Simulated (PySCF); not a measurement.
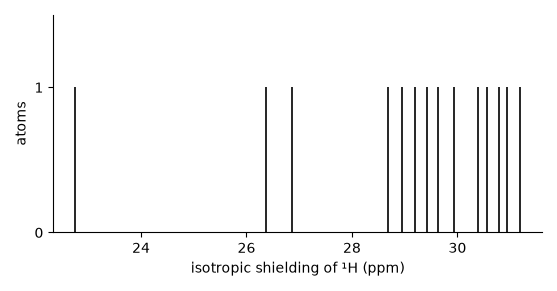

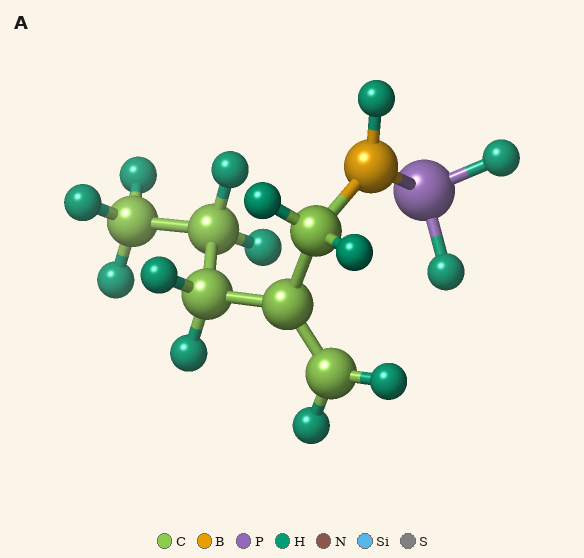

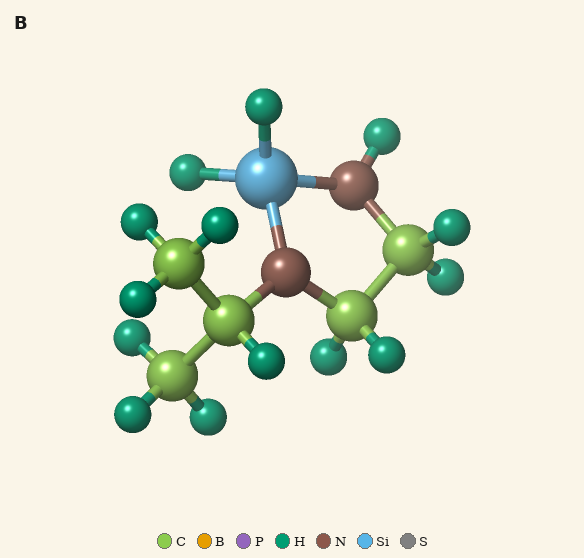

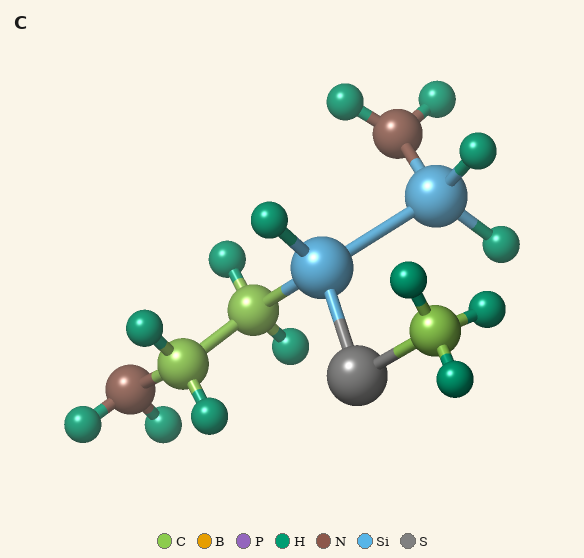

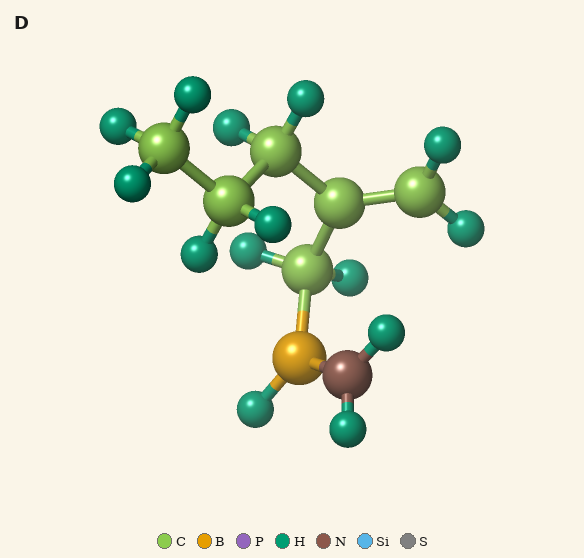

The sticks are computed shieldings of one of the molecules, for one fixed geometry (GFN2-xTB) without averaging over rotations. Low shielding means a high chemical shift. Method: GIAO PBE0/pcSseg-1 NMR shielding, non-relativistic, gas phase (PySCF 2.14.0).

Match the spectrum to a structure.

Answer. A, `C=C(CBP)CCC`. Its 14 H atoms give lines at 22.76, 26.37, 26.86, 28.68, 28.95, 29.19, 29.43, 29.63, 29.93, 30.39, 30.56, 30.80, 30.93, 31.19 ppm.

The geometry is semi-empirical. Around B, P, Si such bond lengths and angles can be off by a tenth of an ångström or more and by several degrees, and values that hang on the shape move with them.
